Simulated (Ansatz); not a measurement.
# Frequency calculation, with input and output: ZrH5BrO4

System: ZrH5BrO4.
Method: RKS PBE/def2-SVP (Ansatz 0.2.0).

It belongs to a series of runs on one base structure; here: vibrations at the highest image of the band.

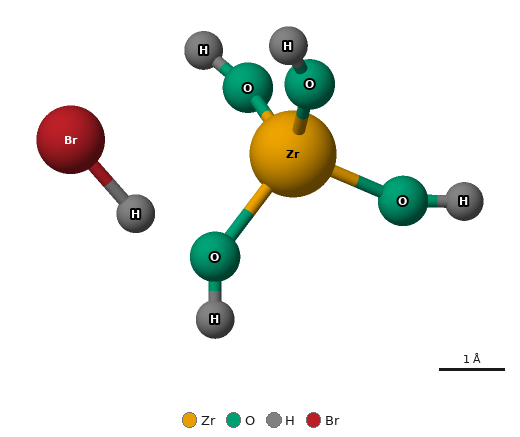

Figure 1. The structure as given in the input (ball-and-stick view, seen at a tilt). Sticks mark near contacts. Bond lengths as drawn: Br–H 1.56 Å, H–O 0.97 Å and O–Zr 1.93 to 2.04 Å.

## Input file
```yaml
crystal:
  periodic: [false, false, false]
  atoms:
    - { symbol: Zr, position_ang: [-0.213148, -0.256204, 0.103031] }
    - { symbol: O, position_ang: [-0.039951, 0.179705, 2.091657] }
    - { symbol: H, position_ang: [-0.341839, -0.137785, 2.959183] }
    - { symbol: O, position_ang: [1.524239, -0.57433, -0.679319] }
    - { symbol: H, position_ang: [2.397778, -0.268035, -0.963605] }
    - { symbol: O, position_ang: [-1.187481, 1.136992, -0.818621] }
    - { symbol: H, position_ang: [-1.236456, 2.051064, -1.135132] }
    - { symbol: O, position_ang: [-1.249705, -1.8825, -0.01266] }
    - { symbol: H, position_ang: [-1.608583, -2.686199, -0.413326] }
    - { symbol: Br, position_ang: [1.53921, 2.608993, 1.467183] }
    - { symbol: H, position_ang: [0.738138, 1.4027, 2.044709] }
basis:
  gaussian: { orbitals: def2-SVP }
hamiltonian:
  xc: pbe
phonons: {}
```

Run on 4 threads of Arm Neoverse V1, 24 GiB of memory available, shared host.

Launched with:
```bash
ansatz run input.yaml --threads 4 --pin off --max-ram 5120MiB --backend cpu --events-out ev --progress --plain --runs-dir out
```

## Log
```
Engine: ansatz 0.2.0, aarch64-unknown-linux-gnu
Functional definition: PBE
  parameter kappa = 0.804
  parameter beta = 0.06672455060314922
  exchange = pbe_x(kappa = kappa, mu = beta*pi^2/3)
  correlation = pbe_c(beta = beta)
1485 factors; their error is unknown
mean field evaluation 1: about -79547.7772 eV, gradient 1.1e2 eV
mean field evaluation 2: about -79360.7674 eV, gradient 3.1e2 eV
mean field evaluation 4: about -79568.2559 eV, gradient 3.1e1 eV
mean field evaluation 8: about -79570.1806 eV, gradient 5.4e-1 eV
mean field evaluation 16: about -79570.1032 eV, gradient 7.1e-4 eV
mean field -79570.10315719 eV, -2924.1473564738 hartree, gradient 4.4e-5 eV, S^2 0.000000; 0 other end points of the search recorded, 0 dependent functions left out
the calculation of the forces begins
reference -79570.10324416 eV, -2924.1473596696 hartree; 42, 42 occupied and 102, 102 virtual orbitals, 1485 factors
these checks for a lower state are left out or cut short: stability, starts, cluster_reference, orbital_swaps, neighbouring_geometries, increment
1485 factors; their error is unknown
mean field -79570.10304027 eV, -2924.1473521770 hartree, gradient 7.6e-7 eV, S^2 0.000000; 0 other end points of the search recorded, 0 dependent functions left out
[... from here on the field's lines of each further geometry are left out, up to the last ...]
the calculation of the forces begins
reference -79570.10321635 eV, -2924.1473586479 hartree; 42, 42 occupied and 102, 102 virtual orbitals, 1485 factors
these checks for a lower state are left out or cut short: stability, starts, cluster_reference, orbital_swaps, neighbouring_geometries, increment
1485 factors; their error is unknown
mean field evaluation 416: about -79570.1032 eV, gradient 1.3e-6 eV
mean field -79570.10315671 eV, -2924.1473564559 hartree, gradient 1.3e-6 eV, S^2 0.000000; 0 other end points of the search recorded, 0 dependent functions left out
the calculation of the forces begins
reference -79570.10324367 eV, -2924.1473596517 hartree; 42, 42 occupied and 102, 102 virtual orbitals, 1485 factors
WARN: phonons: modes at or below zero, which the zero-point energy, F, S and C_V leave out: 2, the lowest at -81.93 cm⁻¹. A minimum has none, and a first-order saddle one
Total energy: -79570.10324416 eV, -2924.1473596696 hartree
Atom 0 at    -0.213148    -0.256204     0.103031 Å, force     0.001959    -0.001190     0.006368 eV/Å
Atom 1 at    -0.039951     0.179705     2.091657 Å, force    -0.002827    -0.005913    -0.004451 eV/Å
Atom 2 at    -0.341839    -0.137785     2.959183 Å, force     0.000569     0.000439     0.000124 eV/Å
Atom 3 at     1.524239    -0.574330    -0.679319 Å, force     0.000661     0.000225     0.000938 eV/Å
Atom 4 at     2.397778    -0.268035    -0.963605 Å, force    -0.000250    -0.000287    -0.000478 eV/Å
Atom 5 at    -1.187481     1.136992    -0.818621 Å, force    -0.005677    -0.001503    -0.003527 eV/Å
Atom 6 at    -1.236456     2.051064    -1.135132 Å, force     0.004071     0.002058     0.002158 eV/Å
Atom 7 at    -1.249705    -1.882500    -0.012660 Å, force    -0.000761     0.000411    -0.000934 eV/Å
Atom 8 at    -1.608583    -2.686199    -0.413326 Å, force    -0.000257    -0.000150     0.000445 eV/Å
Atom 9 at     1.539210     2.608993     1.467183 Å, force    -0.005849    -0.005298     0.004815 eV/Å
Atom 10 at     0.738138     1.402700     2.044709 Å, force     0.008360     0.011208    -0.005457 eV/Å
Dipole moment:    -0.301770    -0.554423    -0.107957 e Å
Vibrations: -81.93 -49.57 36.43 64.60 104.89 145.16 148.65 158.91 175.39 196.43 212.57 234.74 284.00 319.33 367.47 473.81 547.13 697.04 698.19 712.45 714.27 987.88 1426.59 3787.59 3840.04 3844.00 3859.36 cm⁻¹, zero-point energy 1.490100 eV
```

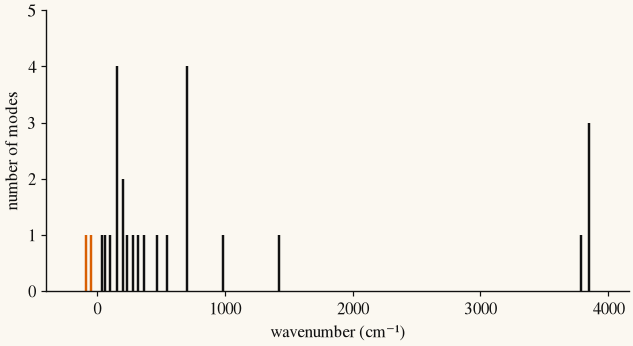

Figure 2. Harmonic vibrational wavenumbers from the force constants; neighbouring modes closer than 18 cm⁻¹ are counted in one stick, and imaginary ones are drawn at negative wavenumbers. 27 modes from 82i to 3859 cm⁻¹, 2 imaginary beyond 8i (82i, 50i cm⁻¹): not a minimum.

## Results in brief

| quantity | value |
| --- | --- |
| outcome | converged |
| total energy | −79570.1032 eV |
| mean-field energy | −79570.1032 eV |
| largest force (length of the vector) | 0.015 eV/Å |
| wall time | 93 s (CPU time 5.8 min) |
| peak memory | 0.21 GiB |
